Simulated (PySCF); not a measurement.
# S²⁺: excitation energies in aug-cc-pVTZ-DK

Aim: the excitation energy of sulfur from differences of total energies, at each level of theory, and how far each lands from the tabulated value where there is one.

Method: unrestricted determinants in a Gaussian basis, no spin-orbit coupling in the energies. Code: PySCF 2.14.0.

## Step 1: What is computed

```
Element                                   : sulfur (Z = 16)
Basis                                     : aug-cc-pVTZ-DK
Hamiltonian                               : scalar relativity by spin-free X2C-1e
State 1                                   : S²⁺: [Ne] 3s1 3p3, high-spin 5S determinant (an excited configuration)
State 2                                   : S²⁺: [Ne] 3s2 3p1 4s1, high-spin 3P determinant (an excited configuration)
Needed too, but not shown                 : S²⁺ [Ne] 3s2 3p2 (3P)
Methods                                   : CCSD(T)
Core shells frozen in the correlated runs : valence: [Ne] (for S²⁺)
```

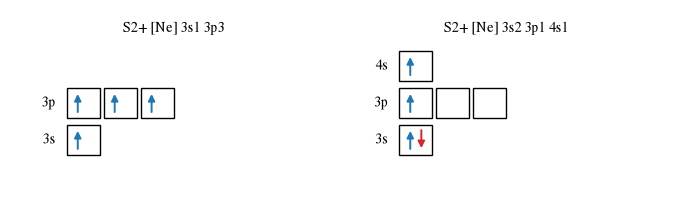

Outer shells as boxes.

The runs were made by one driver on top of PySCF. The scripts below sum up each run's settings (the driver also hands on starting orbitals that pick excited configurations, and frozen orbitals as a list rather than a count), and the logs come from the driver's own runs. The driver starts from symmetry-adapted Hartree-Fock orbitals, holds the occupation by maximum overlap and uses a logarithmic radial grid for functionals, so a plain start would take other cycles.

The integrals over 50 functions and the set-up took 0.11 s of CPU time.

## Step 2: S²⁺ [Ne] 3s1 3p3: CCSD(T) (valence)

Level: CCSD(T) (valence).

input.py reads:

```python
from pyscf import gto, scf, dft, mp, cc
import basis_set_exchange as bse
mol = gto.M(atom="S 0 0 0", charge=2, spin=4, symmetry="D2h",
            basis=gto.basis.parse(bse.get_basis("aug-cc-pVTZ-DK", elements=["S"], fmt="nwchem")),
            nucmod="G")
mf = scf.UHF(mol).sfx2c1e()
mf.irrep_nelec = {'Ag': (3, 2), 'B1u': (2, 1), 'B2u': (2, 1), 'B3u': (2, 1)}
mf.kernel()
mycc = cc.CCSD(mf, frozen=5).run()
mycc.ccsd_t()
```

The program printed:

```text
CC2 = 0
CCSD nocc = (np.int64(4), np.int64(0)), nmo = (45, 45)
frozen orbitals [[0, 1, 2, 3, 4], [0, 1, 2, 3, 4]]
max_cycle = 100
direct = 0
conv_tol = 1e-08
conv_tol_normt = 1e-06
diis_space = 8
diis_start_cycle = 0
Init t2, MP2 energy = -0.0245926056443038
Init E_corr(UCCSD) = -0.0245926056443106
cycle = 1  E_corr(UCCSD) = -0.0306715419794551  dE = -0.00607893634  norm(t1,t2) = 0.025548
cycle = 2  E_corr(UCCSD) = -0.0322675863175466  dE = -0.00159604434  norm(t1,t2) = 0.00732095
cycle = 3  E_corr(UCCSD) = -0.0328949967328706  dE = -0.000627410415  norm(t1,t2) = 0.00217662
cycle = 4  E_corr(UCCSD) = -0.0328905913864465  dE = 4.40534642e-06  norm(t1,t2) = 7.25041e-05
cycle = 5  E_corr(UCCSD) = -0.0328906158444142  dE = -2.44579677e-08  norm(t1,t2) = 6.06821e-06
cycle = 6  E_corr(UCCSD) = -0.0328905641416417  dE = 5.17027725e-08  norm(t1,t2) = 5.28484e-07
cycle = 7  E_corr(UCCSD) = -0.0328905746811989  dE = -1.05395572e-08  norm(t1,t2) = 6.55126e-08
cycle = 8  E_corr(UCCSD) = -0.0328905769902491  dE = -2.30905019e-09  norm(t1,t2) = 2.66935e-08
UCCSD converged
E(UCCSD) = -397.2514818555679  E_corr = -0.03289057699024908
UCCSD(T) correction = -0.000342086147163012
```

CPU time 0.78 s on a shared host, the integrals not counted.

CCSD correlation -0.03289 hartree, triples -0.00034; total -397.251824. T1 = 0.001, largest double amplitude 0.043.

## Step 3: S²⁺ [Ne] 3s2 3p1 4s1: CCSD(T) (valence)

Level: CCSD(T) (valence).

input.py reads:

```python
from pyscf import gto, scf, dft, mp, cc
import basis_set_exchange as bse
mol = gto.M(atom="S 0 0 0", charge=2, spin=2, symmetry="D2h",
            basis=gto.basis.parse(bse.get_basis("aug-cc-pVTZ-DK", elements=["S"], fmt="nwchem")),
            nucmod="G")
mf = scf.UHF(mol).sfx2c1e()
mf.irrep_nelec = {'Ag': (4, 3), 'B1u': (1, 1), 'B2u': (2, 1), 'B3u': (1, 1)}
mf.kernel()
mycc = cc.CCSD(mf, frozen=5).run()
mycc.ccsd_t()
```

The program printed:

```text
CC2 = 0
CCSD nocc = (np.int64(3), np.int64(1)), nmo = (45, 45)
frozen orbitals [[0, 1, 2, 3, 4], [0, 1, 2, 3, 4]]
max_cycle = 100
direct = 0
conv_tol = 1e-08
conv_tol_normt = 1e-06
diis_space = 8
diis_start_cycle = 0
Init t2, MP2 energy = -0.0648567829380289
Init E_corr(UCCSD) = -0.0648567829398842
cycle = 1  E_corr(UCCSD) = -0.0796606639664364  dE = -0.014803881  norm(t1,t2) = 0.0673645
cycle = 2  E_corr(UCCSD) = -0.0847718781489175  dE = -0.00511121418  norm(t1,t2) = 0.066978
cycle = 3  E_corr(UCCSD) = -0.0807400128993201  dE = 0.00403186525  norm(t1,t2) = 0.0930732
cycle = 4  E_corr(UCCSD) = -0.0854765817966044  dE = -0.0047365689  norm(t1,t2) = 0.0359957
cycle = 5  E_corr(UCCSD) = -0.0858618624712134  dE = -0.000385280675  norm(t1,t2) = 0.0181596
cycle = 6  E_corr(UCCSD) = -0.0865831130590386  dE = -0.000721250588  norm(t1,t2) = 0.0137967
cycle = 7  E_corr(UCCSD) = -0.0865818433089698  dE = 1.26975007e-06  norm(t1,t2) = 0.0147602
cycle = 8  E_corr(UCCSD) = -0.086378212295963  dE = 0.000203631013  norm(t1,t2) = 0.015472
cycle = 9  E_corr(UCCSD) = -0.0863300798409746  dE = 4.8132455e-05  norm(t1,t2) = 0.0039379
cycle = 10  E_corr(UCCSD) = -0.086337049273348  dE = -6.96943237e-06  norm(t1,t2) = 0.00114454
cycle = 11  E_corr(UCCSD) = -0.0863393306804105  dE = -2.28140706e-06  norm(t1,t2) = 0.00154909
cycle = 12  E_corr(UCCSD) = -0.0863118915082445  dE = 2.74391722e-05  norm(t1,t2) = 0.00139842
cycle = 13  E_corr(UCCSD) = -0.0863362030469869  dE = -2.43115387e-05  norm(t1,t2) = 0.000555724
cycle = 14  E_corr(UCCSD) = -0.0863475812927666  dE = -1.13782458e-05  norm(t1,t2) = 5.83052e-05
cycle = 15  E_corr(UCCSD) = -0.0863479335104512  dE = -3.52217685e-07  norm(t1,t2) = 1.58332e-05
cycle = 16  E_corr(UCCSD) = -0.0863483175721125  dE = -3.84061661e-07  norm(t1,t2) = 1.10588e-05
cycle = 17  E_corr(UCCSD) = -0.0863487395114144  dE = -4.21939302e-07  norm(t1,t2) = 3.28159e-06
cycle = 18  E_corr(UCCSD) = -0.0863488208548159  dE = -8.13434015e-08  norm(t1,t2) = 1.31073e-06
cycle = 19  E_corr(UCCSD) = -0.0863488109976741  dE = 9.85714184e-09  norm(t1,t2) = 9.20795e-07
UCCSD converged
E(UCCSD) = -396.8446293336375  E_corr = -0.08634881099767408
UCCSD(T) correction = -0.00332263365849455
```

CPU time 1.6 s on a shared host, the integrals not counted.

CCSD correlation -0.08635 hartree, triples -0.00332; total -396.847952. T1 = 0.054, largest double amplitude 0.101.

T1 exceeds 0.03, a sign that the reference determinant is poor.

## Step 4: Differences of total energies

Excitation energy: S²⁺ [Ne] 3s2 3p2 (3P) → S²⁺ [Ne] 3s1 3p3 (5S).

| method | value (eV) | less CCSD(T) (valence) (eV) |
| --- | --- | --- |
| UHF | 5.402 | -1.574 |
| MP2 (valence) | 6.575 | -0.401 |
| SCS-MP2 (valence) | 7.126 | +0.150 |
| CCSD (valence) | 6.928 | -0.048 |
| CCSD(T) (valence) | 6.976 | +0.000 |

A first-order spin-orbit estimate (lowest level to lowest level, LS coupling) adds 0.062 eV.

Excitation energy: S²⁺ [Ne] 3s2 3p2 (3P) → S²⁺ [Ne] 3s2 3p1 4s1 (3P).

| method | value (eV) | less CCSD(T) (valence) (eV) |
| --- | --- | --- |
| UHF | 17.928 | -0.038 |
| MP2 (valence) | 18.005 | +0.039 |
| SCS-MP2 (valence) | 17.987 | +0.022 |
| CCSD (valence) | 17.999 | +0.033 |
| CCSD(T) (valence) | 17.966 | +0.000 |

A first-order spin-orbit estimate (lowest level to lowest level, LS coupling) adds -0.007 eV. The coupled-cluster amplitudes are large for S2+, so a single reference is strained.

The differences also use runs on S²⁺ [Ne] 3s2 3p2 (3P), which are not shown here. The runs at UHF, MP2 (valence) are not shown; their differences are listed all the same.

## Step 5: Summary of results

| quantity | value |
| --- | --- |
| excitation energy, S²⁺ → [Ne] 3s1 3p3 | UHF 5.402, CCSD(T) (valence) 6.976 eV |
| excitation energy, S²⁺ → [Ne] 3s2 3p1 4s1 | UHF 17.928, CCSD(T) (valence) 17.966 eV |

Each level's miss (mean over 2 differences):

| method | mean absolute miss against CCSD(T) (valence) (eV) |
| --- | --- |
| UHF | 0.806 |
| MP2 (valence) | 0.220 |
| SCS-MP2 (valence) | 0.086 |
| CCSD (valence) | 0.041 |
| CCSD(T) (valence) | 0.000 |

In words: For the first difference the methods span 1.723 eV, from UHF (5.402) to SCS-MP2 (valence) (7.126). No reference value is at hand in this session. The basis is finite, and no extrapolation was made.
